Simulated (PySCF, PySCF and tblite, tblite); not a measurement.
**C₄H₅BClN: a path driven as rotation about a bond, and NMR exchange, part 1 of 2**

Aim: the barrier and rate of rotation about a bond in C₄H₅BClN (`C#C/C=C\B(N)Cl`), and what it does to NMR lines.

Computed with tblite 0.8.0 (tight binding) and PySCF 2.14.0 (DFT, with response routines of our own); each step states its level. Atoms count from 0 throughout.

## (1) The molecule as given

12 atoms, charge 0, multiplicity 1; geometry from: force field or distance geometry start.

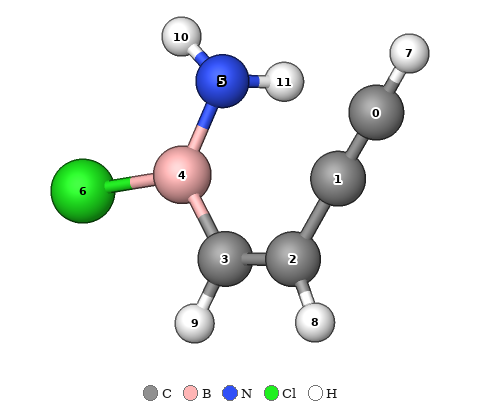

The starting geometry (carbon grey, boron pink, nitrogen blue, chlorine green, hydrogen white), atoms numbered.

## (2) GFN2-xTB relaxation, start minimum

The job: settings as JSON, then the geometry in Å.

```
{"job": {"xc": "GFN2-xTB", "basis": "xTB", "kind": "relax"}, "charge": 0, "multiplicity": 1}
C      2.259400     1.103400     0.361000
C      1.663300     0.060600     0.243700
C      0.992000    -1.209000     0.127200
C     -0.348600    -1.339300     0.171100
B     -1.408900    -0.193100     0.376700
N     -1.011200     1.278500     0.379100
Cl    -3.185500    -0.647900     0.559600
H      2.767300     2.033100     0.461300
H      1.596100    -2.093900    -0.008700
H     -0.754600    -2.349600     0.100700
H     -1.868600     1.841900     0.563700
H     -0.699400     1.514400    -0.585200
```

On the command line:

```sh
OMP_NUM_THREADS=1 python ens_run.py task.json out
```

This one command runs the whole study; its stages follow in the order run.

Log:

```text
step      E/eV     max force
  0    -537.34852    3.104
  1    -537.56572    2.203
  2    -537.60133    5.652
  3    -537.78704    2.343
  4    -537.83465    0.907
  5    -537.87574    0.672
  6    -537.91888    0.879
  7    -537.95667    1.005
  8    -538.03114    1.356
  9    -538.08020    0.625
 10    -538.10566    0.395
 11    -538.11922    0.450
 12    -538.13792    0.348
 13    -538.15243    0.485
 14    -538.16411    0.343
 15    -538.17597    0.325
 16    -538.18467    0.226
 17    -538.18895    0.212
 18    -538.19306    0.222
 19    -538.19562    0.168
 20    -538.19696    0.085
 21    -538.19800    0.091
 22    -538.19931    0.110
 23    -538.20063    0.111
 24    -538.20153    0.066
 25    -538.20212    0.061
 26    -538.20269    0.074
 27    -538.20329    0.092
 28    -538.20382    0.086
 29    -538.20418    0.053
 30    -538.20444    0.043
 31    -538.20468    0.053
 32    -538.20488    0.035
 33    -538.20500    0.033
 34    -538.20509    0.031
 35    -538.20520    0.042
 36    -538.20537    0.049
 37    -538.20555    0.034
 38    -538.20571    0.032
 39    -538.20584    0.036
 40    -538.20597    0.039
 41    -538.20613    0.036
 42    -538.20628    0.029
 43    -538.20639    0.026
 44    -538.20646    0.021
 45    -538.20652    0.020
 46    -538.20657    0.018
 47    -538.20661    0.013
 48    -538.20663    0.013
 49    -538.20666    0.015
 50    -538.20671    0.024
 51    -538.20681    0.035
 52    -538.20698    0.042
 53    -538.20719    0.037
 54    -538.20739    0.038
 55    -538.20759    0.043
 56    -538.20787    0.071
 57    -538.20840    0.098
 58    -538.20920    0.112
 59    -538.20990    0.101
 60    -538.21033    0.080
 61    -538.21045    0.097
 62    -538.21080    0.046
 63    -538.21096    0.058
 64    -538.21117    0.064
 65    -538.21145    0.050
 66    -538.21165    0.043
 67    -538.21183    0.139
 68    -538.21205    0.051
 69    -538.21212    0.030
 70    -538.21216    0.020
 71    -538.21219    0.029
 72    -538.21222    0.012
 73    -538.21224    0.011
 74    -538.21227    0.014
 75    -538.21230    0.019
 76    -538.21235    0.028
 77    -538.21240    0.022
 78    -538.21244    0.013
 79    -538.21246    0.015
 80    -538.21248    0.011
 81    -538.21250    0.015
 82    -538.21252    0.009
 83    -538.21253    0.011
 84    -538.21253    0.011
 85    -538.21254    0.008
 86    -538.21255    0.006
 87    -538.21255    0.004
 88    -538.21255    0.004
 89    -538.21256    0.006
 90    -538.21256    0.009
 91    -538.21257    0.009
 92    -538.21257    0.005
 93    -538.21257    0.004
 94    -538.21258    0.004
 95    -538.21258    0.005
 96    -538.21258    0.005
 97    -538.21259    0.005
 98    -538.21259    0.005
 99    -538.21260    0.003
100    -538.21260    0.002
```

Wall time 0.91 s (1 thread of Intel Xeon Platinum 8259CL at 2.50GHz, shared host).

Gain 0.864 eV; displacement 0.33 Å root mean square.

## (3) Relaxed scan, rotation

The job: settings as JSON, then the geometry in Å.

```
{"job": {"xc": "GFN2-xTB", "basis": "xTB", "coordinate": [["t", [5, 4, 3, 2], 0.25], ["t", [5, 4, 3, 9], 0.25], ["t", [6, 4, 3, 2], 0.25], ["t", [6, 4, 3, 9], 0.25]], "kind": "drive"}, "charge": 0, "multiplicity": 1}
C      2.246104     1.107941     0.178203
C      1.609433     0.087045     0.166366
C      0.937107    -1.149886     0.147897
C     -0.393164    -1.317479     0.196552
B     -1.483855    -0.207639     0.283054
N     -1.210213     1.149229     0.320866
Cl    -3.160124    -0.694430     0.335922
H      2.789269     2.005870     0.189248
H      1.602551    -2.005295     0.088333
H     -0.741551    -2.343647     0.172978
H     -1.923255     1.856877     0.376537
H     -0.271104     1.510728     0.294137
```

Log:

```text
point  coordinate     E/eV
  0    -75.000     -538.20732
  1    -60.100     -538.19076
  2    -45.200     -538.16283
  3    -30.200     -538.12929
  4    -15.100     -538.10113
  5      0.000     -538.08586
  6     15.100     -538.08778
  7     30.200     -538.10420
  8     45.300     -538.12743
  9     60.200     -538.14836
 10     75.200     -538.16224
 11     90.100     -538.16643
```

It took 5.7 s on 1 thread of Intel Xeon Platinum 8259CL at 2.50GHz, shared host.

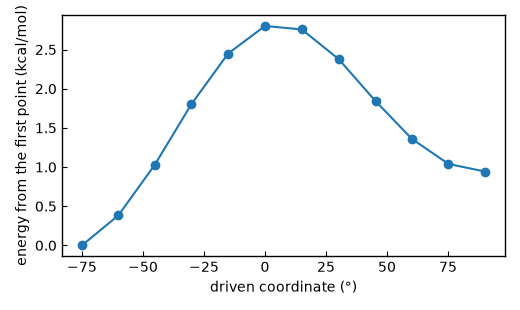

Energy along the scan.

## (4) Nudged elastic band, leg 1

Changed since step 3:

```diff
@@ -1,2 +1,2 @@
-{"job": {"xc": "GFN2-xTB", "basis": "xTB", "coordinate": [["t", [5, 4, 3, 2], 0.25], ["t", [5, 4, 3, 9], 0.25], ["t", [6, 4, 3, 2], 0.25], ["t", [6, 4, 3, 9], 0.25]], "kind": "drive"}, "charge": 0, "multiplicity": 1}
+{"job": {"xc": "GFN2-xTB", "basis": "xTB", "kind": "neb"}, "charge": 0, "multiplicity": 1}
 C      2.246104     1.107941     0.178203
```

Log:

```text
image   E - E0 / eV
  0       0.0000
  1       0.0220
  2       0.0847
  3       0.1270
  4       0.1071
  5       0.0637
  6       0.0453
```

Wall time 2.8 s (1 thread of Intel Xeon Platinum 8259CL at 2.50GHz, shared host); peak memory 0.2 GiB.

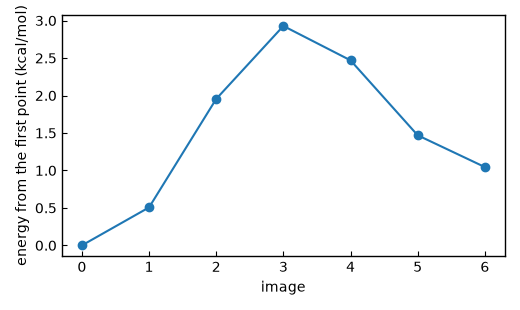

Energy along the band.

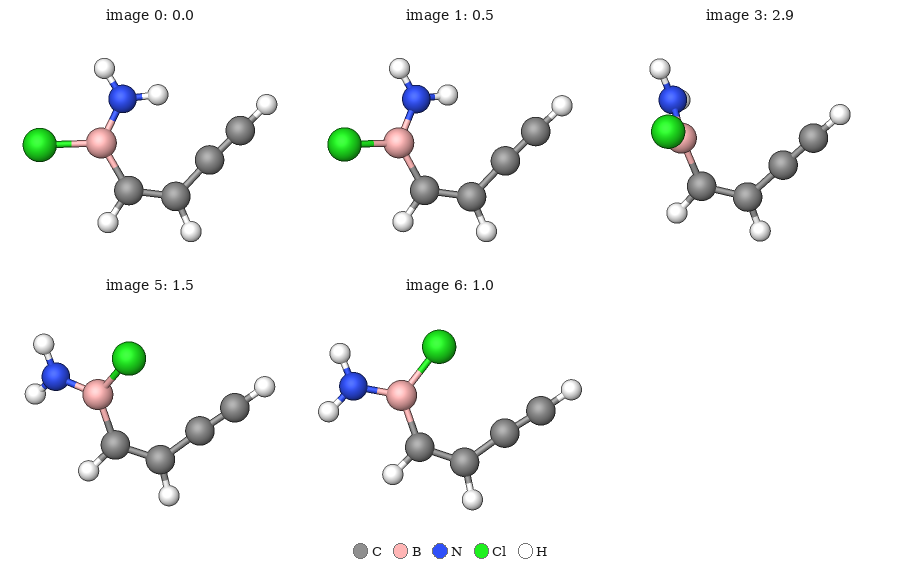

Images along the band, with energies in kcal/mol.

## (5) Saddle search, leg 1

The job: settings as JSON, then the geometry in Å.

```
{"job": {"xc": "GFN2-xTB", "basis": "xTB", "kind": "saddle"}, "charge": 0, "multiplicity": 1}
C      2.334639     0.874328     0.759854
C      1.721301    -0.056644     0.313471
C      1.007018    -1.153244    -0.213650
C     -0.326132    -1.171929    -0.295716
B     -1.259568    -0.013524     0.202757
N     -1.681964     1.015280    -0.620881
Cl    -1.815992    -0.007186     1.852104
H      2.872755     1.685468     1.151004
H      1.615502    -1.985284    -0.549068
H     -0.789346    -2.059125    -0.712222
H     -2.278260     1.763035    -0.306404
H     -1.399954     1.108826    -1.581249
```

Log:

```text
step      E/eV     max force
  0    -538.08564   0.0358
  1    -538.08515   0.0559
  2    -538.08513   0.0514
  3    -538.08520   0.0132
  4    -538.08522   0.0051
  5    -538.08521   0.0024
lowest wavenumbers (cm-1): -36.9 72.1 142.2 214.6 272.9 302.2
```

Wall time 3.3 s (1 thread of Intel Xeon Platinum 8259CL at 2.50GHz, shared host); peak memory 0.2 GiB.

Point group C1; 1 imaginary mode, 37i cm⁻¹, carried by Cl6, N5, C0. Steps downhill from it reached both ends.

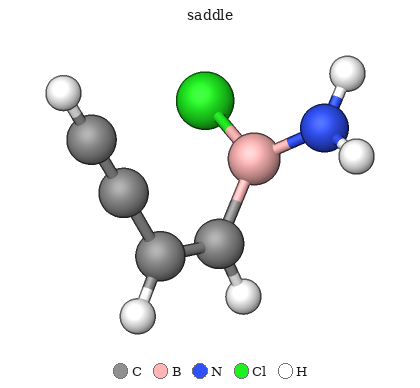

The saddle point.

## (6) Shieldings, start: PBE0/pcSseg-1

The job: settings as JSON, then the geometry in Å.

```
{"job": {"kind": "nmr", "xc": "PBE0", "basis": "pcSseg-1", "pop": false}, "charge": 0, "multiplicity": 1}
C      2.246104     1.107941     0.178203
C      1.609433     0.087045     0.166366
C      0.937107    -1.149886     0.147897
C     -0.393164    -1.317479     0.196552
B     -1.483855    -0.207639     0.283054
N     -1.210213     1.149229     0.320866
Cl    -3.160124    -0.694430     0.335922
H      2.789269     2.005870     0.189248
H      1.602551    -2.005295     0.088333
H     -0.741551    -2.343647     0.172978
H     -1.923255     1.856877     0.376537
H     -0.271104     1.510728     0.294137
```

Log:

```text
coarse grid: 11216 points
cycle   1  E = -694.6751034043  dE =  9.819e-01  |g| = 4.506e-01  |ddm| = 3.379e+00
cycle   2  E = -694.6737572247  dE =  1.346e-03  |g| = 4.808e-01  |ddm| = 8.340e-01
cycle   3  E = -694.7231172406  dE = -4.936e-02  |g| = 1.021e-01  |ddm| = 3.876e-01
cycle   4  E = -694.7255593710  dE = -2.442e-03  |g| = 2.764e-02  |ddm| = 1.030e-01
cycle   5  E = -694.7257011156  dE = -1.417e-04  |g| = 1.447e-02  |ddm| = 3.476e-02
cycle   6  E = -694.7257563041  dE = -5.519e-05  |g| = 3.757e-03  |ddm| = 1.304e-02
cycle   7  E = -694.7257587704  dE = -2.466e-06  |g| = 1.867e-03  |ddm| = 3.683e-03
final grid: 105640 points
cycle   8  E = -694.7633730897  dE = -3.254e-05  |g| = 8.399e-03  |ddm| = 4.246e-02
cycle   9  E = -694.7633512614  dE =  2.183e-05  |g| = 1.261e-02  |ddm| = 1.547e-02
cycle  10  E = -694.7633874898  dE = -3.623e-05  |g| = 2.999e-03  |ddm| = 1.001e-02
cycle  11  E = -694.7633895962  dE = -2.106e-06  |g| = 6.091e-04  |ddm| = 2.270e-03
cycle  12  E = -694.7633896777  dE = -8.152e-08  |g| = 1.677e-04  |ddm| = 5.088e-04
cycle  13  E = -694.7633896841  dE = -6.437e-09  |g| = 4.454e-05  |ddm| = 1.514e-04
cycle  14  E = -694.7633896845  dE = -3.959e-10  |g| = 2.034e-05  |ddm| = 5.315e-05
converged SCF energy = -694.7633896845

GIAO shielding tensors (ppm)
atom      isotropic    diamagn.    paramagn.     s11        s22        s33       span
  0 C       89.885     257.764    -167.879     37.269     48.367    184.020    146.751
  1 C       98.127     259.359    -161.232     -1.114     -0.326    295.821    296.935
  2 C       56.245     254.225    -197.981    -55.013     65.179    158.568    213.581
  3 C       35.305     257.026    -221.720    -95.266     34.207    166.974    262.240
  4 B       68.282     191.361    -123.079     39.748     65.157     99.942     60.193
  5 N      158.444     318.707    -160.264     70.357    200.120    204.854    134.496
  6 Cl     839.647    1147.364    -307.717    672.384    912.177    934.379    261.996
  7 H       28.415      33.816      -5.401     24.688     25.506     35.052     10.364
  8 H       25.152      28.222      -3.070     21.577     25.932     27.946      6.369
  9 H       25.082      30.134      -5.052     21.380     23.766     30.101      8.721
 10 H       27.598      29.769      -2.171     22.216     26.198     34.379     12.164
 11 H       25.798      32.981      -7.183     17.712     24.569     35.112     17.400
```

Run time: 20 s. Hardware: 1 thread of Intel Xeon Platinum 8259CL at 2.50GHz, shared host; peak memory 0.73 GiB.

In short: HOMO -7.44 eV, LUMO -1.82 eV; dipole 2.60 D.

(Continued in part 2 of 2.)
